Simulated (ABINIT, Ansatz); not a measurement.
# SiTe2 (P-3m1): from the cell to the phonon bands, part 4 of 4

How does SiTe2 (P-3m1) vibrate, and is this structure a minimum?

ABINIT 10.8.3; DFT LDA, scalar-relativistic, plane waves, HGH norm-conserving pseudopotentials.

So far. Step 4 (Zone-centre response): The acoustic modes at Γ come out as far as 0.5 cm⁻¹ from zero, where they should vanish, a small numerical error. Step 5 (Modes with the sum rule): The rule moves no optical mode by more than 0.1 cm⁻¹.

### Step 8. Interpolated phonon bands

anaddb transforms the dynamical matrices to force constants and back along the path; points of the mesh come back as solved, but for the sum rule and, in polar crystals, the LO-TO term at Γ; the rest is interpolation.

Input file anaddb.abi:

```
ddb_filepath "all_DDB"
output_file "anaddb.abo"
outdata_prefix "anaddb"
ifcflag 1
ngqpt 3 3 1
nqshft 1
q1shft 0.0 0.0 0.0
asr 1
chneut 0
dipdip 0
dipquad 0
quadquad 0
enunit 0
eivec 0
nph1l 43
qph1l 
    0.0 0.0 0.0 1.0
    0.03571429 0.0 0.0 1.0
    0.07142857 0.0 0.0 1.0
    0.10714286 0.0 0.0 1.0
    0.14285714 0.0 0.0 1.0
    0.17857143 0.0 0.0 1.0
    0.21428571 0.0 0.0 1.0
    0.25 0.0 0.0 1.0
    0.28571429 0.0 0.0 1.0
    0.32142857 0.0 0.0 1.0
    0.35714286 0.0 0.0 1.0
    0.39285714 0.0 0.0 1.0
    0.42857143 0.0 0.0 1.0
    0.46428571 0.0 0.0 1.0
    0.5 0.0 0.0 1.0
    0.48809524 0.02380952 0.0 1.0
    0.47619048 0.04761905 0.0 1.0
    0.46428571 0.07142857 0.0 1.0
    0.45238095 0.0952381 0.0 1.0
    0.44047619 0.11904762 0.0 1.0
    0.42857143 0.14285714 0.0 1.0
    0.41666667 0.16666667 0.0 1.0
    0.4047619 0.19047619 0.0 1.0
    0.39285714 0.21428571 0.0 1.0
    0.38095238 0.23809524 0.0 1.0
    0.36904762 0.26190476 0.0 1.0
    0.35714286 0.28571429 0.0 1.0
    0.3452381 0.30952381 0.0 1.0
    0.33333333 0.33333333 0.0 1.0
    0.30952381 0.30952381 0.0 1.0
    0.28571429 0.28571429 0.0 1.0
    0.26190476 0.26190476 0.0 1.0
    0.23809524 0.23809524 0.0 1.0
    0.21428571 0.21428571 0.0 1.0
    0.19047619 0.19047619 0.0 1.0
    0.16666667 0.16666667 0.0 1.0
    0.14285714 0.14285714 0.0 1.0
    0.11904762 0.11904762 0.0 1.0
    0.0952381 0.0952381 0.0 1.0
    0.07142857 0.07142857 0.0 1.0
    0.04761905 0.04761905 0.0 1.0
    0.02380952 0.02380952 0.0 1.0
    0.0 0.0 0.0 1.0
```

Input file mrgddb.in:

```
all_DDB
merged
3
dfpt_gammao_DDB
dfpt_qo_DS1_DDB
dfpt_qo_DS2_DDB
```

Started as:

```
> mrgddb < mrgddb.in > mrgddb.log
> OMP_NUM_THREADS=1 anaddb anaddb.abi > anaddb.log
```

anaddb.abo, the main output file:

```text
[banners, grids, parts of the stress and lines that vanish by symmetry left out]
-outvars_anaddb: echo values of input variables ----------------------

 Flags :
[...]
Phonon wavevector (reduced coordinates) :  0.00000  0.00000  0.00000
 Phonon energies in Hartree :
[...]
Phonon frequencies in cm-1    :
-  0.000000E+00  0.000000E+00  0.000000E+00  8.420481E+01  8.420481E+01
-  1.476493E+02  2.149443E+02  2.149443E+02  3.144672E+02
[...]
Phonon wavevector (reduced coordinates) :  0.03571  0.00000  0.00000
 Phonon energies in Hartree :
[...]
Phonon frequencies in cm-1    :
- -8.723023E+00  8.162581E+00  1.418199E+01  8.431099E+01  8.557410E+01
-  1.472789E+02  2.151778E+02  2.163728E+02  3.136111E+02
[...]
Phonon wavevector (reduced coordinates) :  0.07143  0.00000  0.00000
 Phonon energies in Hartree :
[...]
Phonon frequencies in cm-1    :
- -1.585927E+01  1.603648E+01  2.780611E+01  8.460627E+01  8.919886E+01
-  1.462080E+02  2.158722E+02  2.205392E+02  3.110897E+02
[...]
Phonon wavevector (reduced coordinates) :  0.10714  0.00000  0.00000
 Phonon energies in Hartree :
[...]
Phonon frequencies in cm-1    :
- -2.044947E+01  2.337451E+01  4.042141E+01  8.502042E+01  9.408043E+01
-  1.445371E+02  2.170078E+02  2.270919E+02  3.070508E+02
[...]
Phonon wavevector (reduced coordinates) :  0.14286  0.00000  0.00000
 Phonon energies in Hartree :
[...]
Phonon frequencies in cm-1    :
- -2.198531E+01  3.000196E+01  5.175216E+01  8.543872E+01  9.932616E+01
-  1.423905E+02  2.185478E+02  2.354488E+02  3.017724E+02
[...]
Phonon wavevector (reduced coordinates) :  0.17857  0.00000  0.00000
 Phonon energies in Hartree :
[...]
Phonon frequencies in cm-1    :
- -1.977369E+01  3.582794E+01  6.170481E+01  8.571649E+01  1.043248E+02
-  1.398931E+02  2.204344E+02  2.447451E+02  2.957594E+02
[...]
Phonon wavevector (reduced coordinates) :  0.21429  0.00000  0.00000
 Phonon energies in Hartree :
[...]
Phonon frequencies in cm-1    :
- -1.076076E+01  4.083447E+01  7.031919E+01  8.570954E+01  1.086855E+02
-  1.371671E+02  2.225859E+02  2.535539E+02  2.900824E+02
[...]
Phonon wavevector (reduced coordinates) :  0.25000  0.00000  0.00000
 Phonon energies in Hartree :
[...]
Phonon frequencies in cm-1    :
-  1.860227E+01  4.505049E+01  7.769471E+01  8.531399E+01  1.121593E+02
-  1.343359E+02  2.248975E+02  2.589936E+02  2.873342E+02
  Phonon wavevector (reduced coordinates) :  0.28571  0.00000  0.00000
 Phonon energies in Hartree :
[...]
Phonon frequencies in cm-1    :
-  3.135064E+01  4.852411E+01  8.392367E+01  8.450089E+01  1.145990E+02
-  1.315236E+02  2.272473E+02  2.578970E+02  2.905077E+02
  Phonon wavevector (reduced coordinates) :  0.32143  0.00000  0.00000
 Phonon energies in Hartree :
[...]
Phonon frequencies in cm-1    :
-  4.207333E+01  5.130461E+01  8.333310E+01  8.904742E+01  1.159620E+02
-  1.288436E+02  2.295058E+02  2.524656E+02  2.973585E+02
  Phonon wavevector (reduced coordinates) :  0.35714  0.00000  0.00000
 Phonon energies in Hartree :
[...]
Phonon frequencies in cm-1    :
-  5.166692E+01  5.343802E+01  8.195899E+01  9.303523E+01  1.163490E+02
-  1.263789E+02  2.315474E+02  2.460346E+02  3.046252E+02
  Phonon wavevector (reduced coordinates) :  0.39286  0.00000  0.00000
 Phonon energies in Hartree :
[...]
Phonon frequencies in cm-1    :
-  5.497383E+01  6.018146E+01  8.058372E+01  9.578883E+01  1.160374E+02
-  1.241918E+02  2.332597E+02  2.401343E+02  3.109267E+02
  Phonon wavevector (reduced coordinates) :  0.42857  0.00000  0.00000
 Phonon energies in Hartree :
[...]
Phonon frequencies in cm-1    :
-  5.597616E+01  6.731982E+01  7.942317E+01  9.722035E+01  1.154318E+02
-  1.223961E+02  2.345505E+02  2.355098E+02  3.156903E+02
  Phonon wavevector (reduced coordinates) :  0.46429  0.00000  0.00000
 Phonon energies in Hartree :
[...]
Phonon frequencies in cm-1    :
-  5.652571E+01  7.239137E+01  7.865486E+01  9.751980E+01  1.149208E+02
-  1.211937E+02  2.325847E+02  2.353524E+02  3.186378E+02
[...]
Phonon wavevector (reduced coordinates) :  0.16667  0.16667  0.00000
 Phonon energies in Hartree :
[...]
Phonon frequencies in cm-1    :
-  2.613166E+01  5.971652E+01  7.831232E+01  9.564813E+01  1.104670E+02
-  1.306392E+02  2.273068E+02  2.734322E+02  2.748211E+02
[...]
Phonon wavevector (reduced coordinates) :  0.14286  0.14286  0.00000
 Phonon energies in Hartree :
[...]
Phonon frequencies in cm-1    :
-  1.150881E+01  5.200989E+01  7.280343E+01  9.209810E+01  1.090524E+02
-  1.342492E+02  2.246702E+02  2.644729E+02  2.815186E+02
[...]
Phonon wavevector (reduced coordinates) :  0.11905  0.11905  0.00000
 Phonon energies in Hartree :
[...]
Phonon frequencies in cm-1    :
- -1.634643E+01  4.425395E+01  6.566499E+01  8.920061E+01  1.060661E+02
-  1.376911E+02  2.220406E+02  2.530072E+02  2.898889E+02
[...]
Phonon wavevector (reduced coordinates) :  0.09524  0.09524  0.00000
 Phonon energies in Hartree :
[...]
Phonon frequencies in cm-1    :
- -2.170333E+01  3.620973E+01  5.649464E+01  8.709580E+01  1.016381E+02
-  1.408482E+02  2.196544E+02  2.414208E+02  2.978203E+02
[...]
Phonon wavevector (reduced coordinates) :  0.07143  0.07143  0.00000
 Phonon energies in Hartree :
[...]
Phonon frequencies in cm-1    :
- -2.170633E+01  2.773637E+01  4.511403E+01  8.568850E+01  9.619548E+01
-  1.435865E+02  2.176646E+02  2.308332E+02  3.046915E+02
[...]
Phonon wavevector (reduced coordinates) :  0.04762  0.04762  0.00000
 Phonon energies in Hartree :
[...]
Phonon frequencies in cm-1    :
- -1.761860E+01  1.880891E+01  3.158328E+01  8.481824E+01  9.054740E+01
-  1.457489E+02  2.161752E+02  2.223390E+02  3.099891E+02
[...]
Phonon wavevector (reduced coordinates) :  0.02381  0.02381  0.00000
 Phonon energies in Hartree :
[...]
Phonon frequencies in cm-1    :
- -9.985360E+00  9.508880E+00  1.629267E+01  8.435125E+01  8.600516E+01
-  1.471570E+02  2.152553E+02  2.168448E+02  3.133274E+02
[...]
Phonon wavevector (reduced coordinates) :  0.00000  0.00000  0.00000
 Phonon energies in Hartree :
[...]
Phonon frequencies in cm-1    :
-  0.000000E+00  0.000000E+00  0.000000E+00  8.420481E+01  8.420481E+01
-  1.476493E+02  2.149443E+02  2.149443E+02  3.144672E+02
[...]
Symmetry characters of vibration mode #   9
  1.0 -1.0  1.0 -1.0  1.0 -1.0  1.0 -1.0  1.0 -1.0  1.0 -1.0
-
```

Wall time 0.49 s (1 thread of Arm Neoverse V2, shared host).

Read from the output:

* lowest frequency on the path: -21.99 cm⁻¹

Anaddb. Phonon branches along the path, in cm⁻¹:

```csv
point,branch 1,branch 2,branch 3,branch 4,branch 5,branch 6,branch 7,branch 8,branch 9
Γ,0,0,0,84,84,148,215,215,314
M,57,74,78,97,115,121,232,236,320
K,58,103,105,105,107,107,224,279,279
Γ,0,0,0,84,84,148,215,215,314
```

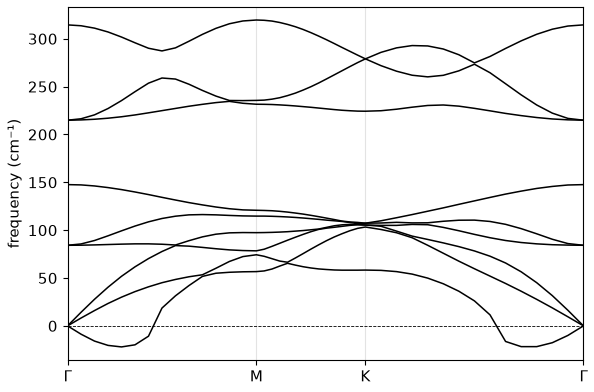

Phonon branches along the path.

The path dips to 22i cm⁻¹ between the solved wavevectors, whose modes are all real, so the dip may come from the interpolation.

### Step 9. Density of states

Sums over the zone need many more wavevectors than were solved, so the interpolation is sampled on a dense mesh.

Input file anaddb.abi:

```
ddb_filepath "all_DDB"
output_file "anaddb.abo"
outdata_prefix "anaddb"
ifcflag 1
ngqpt 3 3 1
nqshft 1
q1shft 0.0 0.0 0.0
asr 1
chneut 0
dipdip 0
dipquad 0
quadquad 0
prtdos 1
dossmear 1.8d-05
ng2qpt 14 14 1
dosdeltae 4.5563e-06
ntemper 11
temperinc 100.0
tempermin 0.0
```

Started as:

```
> OMP_NUM_THREADS=1 anaddb anaddb.abi > anaddb.log
```

anaddb.abo, the main output file:

```text
-outvars_anaddb: echo values of input variables ----------------------

 Flags :
     ifcflag         1
 Miscellaneous information :
         asr         1
      chneut         0
 Interatomic Force Constants Inputs :
      dipdip         0
     dipquad         0
    quadquad         0
      ifcana         0
      ifcout         0
 Description of grid 1 :
        brav         1
       ngqpt         3         3         1
      nqshft         1
      q1shft
                     0.00000000E+00  0.00000000E+00  0.00000000E+00
 Phonon DOS information :
   dosdeltae  4.55630000E-06
    dossmear  1.80000000E-05
 Description of grid 2 (Fourier interp. or BZ sampling):
      ng2qpt        14        14         1
      ngrids         4
      q2shft         0.00000000E+00  0.00000000E+00  0.00000000E+00

================================================================================

 read the DDB information and perform some checks

  ==== Info on the Cryst% object ====
 Real(R)+Recip(G) space primitive vectors, cartesian coordinates (Bohr,Bohr^-1):
 R(1)=  7.0280378  0.0000000  0.0000000  G(1)=  0.1422872  0.0821496  0.0000000
 R(2)= -3.5140189  6.0864593  0.0000000  G(2)=  0.0000000  0.1642991  0.0000000
 R(3)=  0.0000000  0.0000000 30.8025358  G(3)=  0.0000000  0.0000000  0.0324649
 Unit cell volume ucvol=  1.3176051E+03 bohr^3
 Angles (23,13,12)=  9.00000000E+01  9.00000000E+01  1.20000000E+02 degrees
 Time-reversal symmetry is present
 Reduced atomic positions [iatom, xred, symbol]:
    1)    0.0000000  0.0000000  0.5000000  Si
    2)    0.3333333  0.6666667  0.5986474  Te
    3)    0.6666667  0.3333333  0.4013526  Te

 DDB file with 3 blocks has been read.

================================================================================

 Calculation of the interatomic forces

       Homogeneous q point set in the B.Z.
 Grid q points  :        9
  1)   0.00000000E+00  0.00000000E+00  0.00000000E+00
  2)   3.33333333E-01  0.00000000E+00  0.00000000E+00
  3)  -3.33333333E-01  0.00000000E+00  0.00000000E+00
  4)   0.00000000E+00  3.33333333E-01  0.00000000E+00
  5)   3.33333333E-01  3.33333333E-01  0.00000000E+00
  6)  -3.33333333E-01  3.33333333E-01  0.00000000E+00
  7)   0.00000000E+00 -3.33333333E-01  0.00000000E+00
  8)   3.33333333E-01 -3.33333333E-01  0.00000000E+00
  9)  -3.33333333E-01 -3.33333333E-01  0.00000000E+00

 The interatomic forces have been obtained

================================================================================

 Calculation of phonon density of states

 Average speed of sound partial sums:     0.6956301575E-03 (at units)
-                                   =           1.5218 [km/s]

 Debye frequency from partial sums:     0.2473243978E-03 (Ha)
-                                 =     0.1627316363E+01 (THz)
-Debye temperature from partial sums:     0.7809886786E+02 (K)

 Average speed of sound:     0.1979879979E-03 (at units)
-                      =           0.4331 [km/s]

 Debye frequency from DOS:     0.7039266748E-04 (Ha)
-                        =     0.4631615023E+00 (THz)
-Debye temperature from DOS:     0.2222824632E+02 (K)

-
```

The job ended after 0.5 s (1 thread).

Read from the output:

| Item | Value |
| --- | --- |
| share of modes beyond 3i cm⁻¹ on the dense interpolated mesh | 0.0207 |

The phonon density of states has structure finer than the step of the table below, so its rows give means over 20 cm⁻¹, whole bins alone (the curve runs from -30 to 344 cm⁻¹). Peaks (cm⁻¹: height): -18.0: 0.0133, 58.0: 0.0573, 88.0: 0.0831, 112.0: 0.0922, 230.0: 0.0750, 296.0: 0.0348.

Gaussian, 4 cm-1. The phonon density of states by wavenumber; means over each step:

```csv
wavenumber (cm⁻¹),phonon density of states (1/cm⁻¹/cell)
-20,0.00818
0,0.00227
20,0.00943
40,0.0229
60,0.0467
80,0.0550
100,0.0756
120,0.0621
140,0.0171
160,5.9e-4
180,0
200,2.0e-4
220,0.0323
240,0.0382
260,0.0271
280,0.0142
300,0.0285
320,0.00948
```

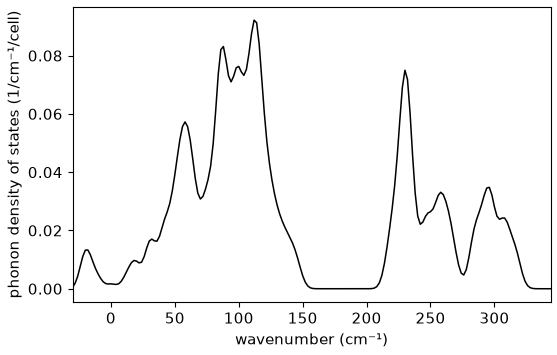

Phonon density of states against wavenumber.

### Step 10. What came out

```yaml
space_group_after_relaxation: P-3m1
area_per_atom: 3.99 Å²
highest_optical_zone_centre_mode_no_lo_to_term: 314.5 cm⁻¹
lowest_optical_zone_centre_mode: 84.2 cm⁻¹
q_mesh: 3×3×1
lowest_mode_on_the_q_mesh_acoustic_ones_at_the_zone_centre_apart: 45.4 cm⁻¹
imaginary_modes_on_the_q_mesh: none
```

What this shows: SiTe2 (P-3m1) is dynamically stable on the 3×3×1 mesh; its spectrum reaches 320 cm⁻¹. At the LDA level the optical modes of SiTe2 (P-3m1) at the zone centre run from 84 to 314 cm⁻¹. Along axes with an odd number of divisions the mesh misses the zone-boundary points at one half, where instabilities often lie; those are only interpolated. The imaginary part of the path lies between the solved wavevectors, so it may come from the interpolation. These are harmonic frequencies at zero temperature: anharmonic shifts and linewidths and thermal expansion are left out. Spin-orbit coupling is left out, which can matter for the heavy elements here. The sheet is repeated along c with vacuum between and no cut of the Coulomb interaction; dielectric tensors refer to the cell with its vacuum, no LO-TO term enters the bands, and the bending branch near Γ is rough. In a metal the frequencies hang on the k mesh and the smearing, most of all near Kohn anomalies. A run in a second program is left out, since it treats the direction across the vacuum otherwise. The sheet was typed on a prototype.

[Host names and launcher messages were left out of these logs when they were recorded.]

[Logs are printed without paths, hosts, clocks, repeated set-up lines and the standing remarks that a program may print on its own settings, such as how far it seeks lower states.]

[Hosts, paths, dates, database ids (printed as entryN), source tags and the programs' standing remarks are cut or masked in the printed files.]
